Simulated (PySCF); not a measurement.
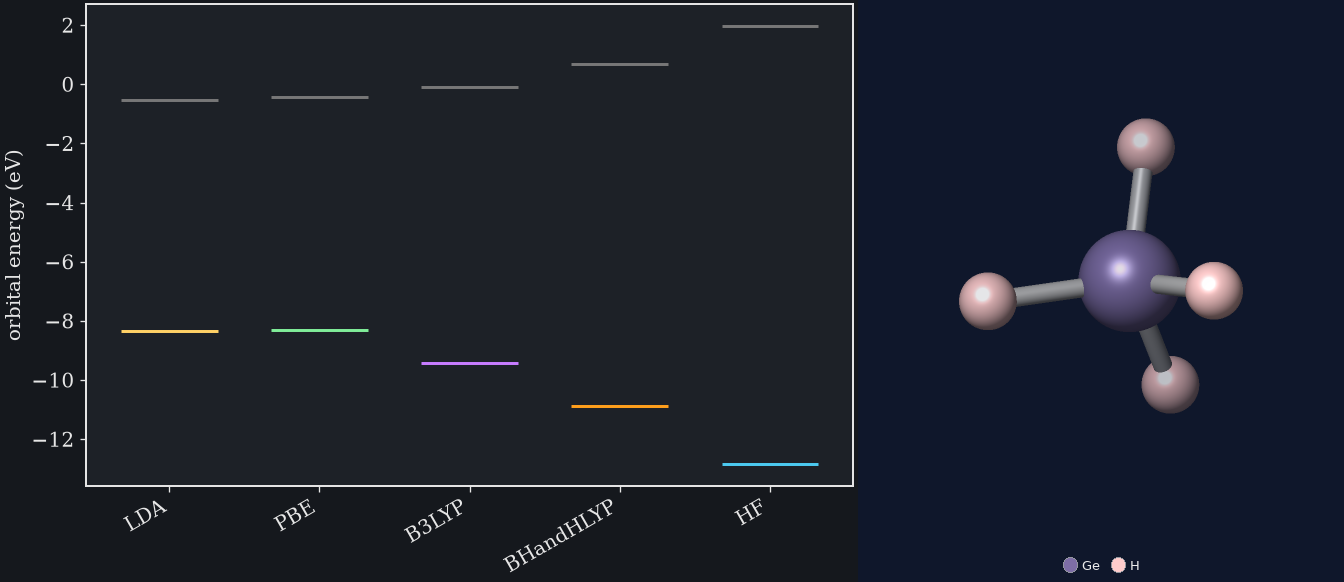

Frontier orbital energies of GeH₄, SMILES [GeH4], singlet at one geometry, def2-SVPD, PySCF, at a PBE0-D3(BJ)/def2-SVP geometry (no frequency check). Empty levels are grey, levels within 0.1 eV stand side by side; all columns show the same few orbitals around the gap.

Question: Compare the HOMO-LUMO separations.

Answer: The separation grows from 7.81 eV (LDA) to 14.80 eV (HF).

```csv
level,HOMO (eV),LUMO (eV),separation (eV)
LDA,−8.35,−0.54,7.81
PBE,−8.32,−0.44,7.88
B3LYP,−9.42,−0.09,9.33
BHandHLYP,−10.86,0.67,11.53
HF,−12.84,1.96,14.80
```

Caveats, for all or some of the runs: empty levels above zero depend strongly on the basis.
